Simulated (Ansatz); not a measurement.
## Computed energy against volume: NiO (rock salt)

NiO (rock salt)

```xyz
2
Lattice="0.0000 2.0953 2.0953 2.0953 0.0000 2.0953 2.0953 2.0953 0.0000" Properties=species:S:1:pos:R:3 pbc="T T T"
O      0.0000     0.0000     0.0000
Ni     2.0953     2.0953     2.0953
```

The volume is varied about the relaxed value V₀ at fixed cell shape. Symmetry pins the atoms to their sites.

Method: r2SCAN (plane waves to 500 eV, PAW, scalar-relativistic; Ansatz, a quantum-chemistry and plane-wave program). k mesh 13×13×13 (Γ-centred), Fermi-Dirac smearing 0.05 eV. The energy includes the smearing's −TS. Compression counts positive. NiO is run spin-polarised and with no Hubbard U; the real compound is an antiferromagnetic insulator, a state that this run doesn't describe. NiO was relaxed with its symmetry unable to fall. Relaxed NiO ends ferromagnetic. The PAW data are Ansatz's earlier set. Other magnetic orders were not checked, so this need not be the ground state. ΔE is measured from the relaxed starting cell.

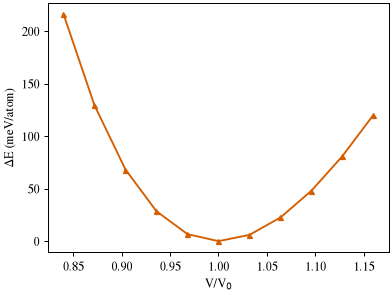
*ΔE (meV/atom) against V/V₀; one marker a computed point.*

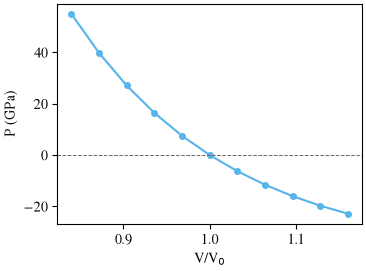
Figure. P (GPa) against V/V₀; one marker a computed point.

The pressure derivative B₀′ (fit) is 4.4 and the energy cost of the largest expansion comes out as 120.3 meV/atom. The equilibrium volume of the fit is 9.20 Å³/atom and the bulk modulus B₀ (third-order Birch-Murnaghan fit) comes out as 214 GPa. The energy cost of the largest compression comes out as 216.2 meV/atom.

Check by three points about V = 9.199 Å³/atom, step 0.294: d²E/dV² ≈ (6.7 − 2·0.0 + 6.0) meV / 0.294² = 0.147 eV/Å⁶, and V·d²E/dV² × 160.2 = 216 GPa.

(Under strain, the slope of the energy per volume gives the stress and its curvature an elastic modulus.)
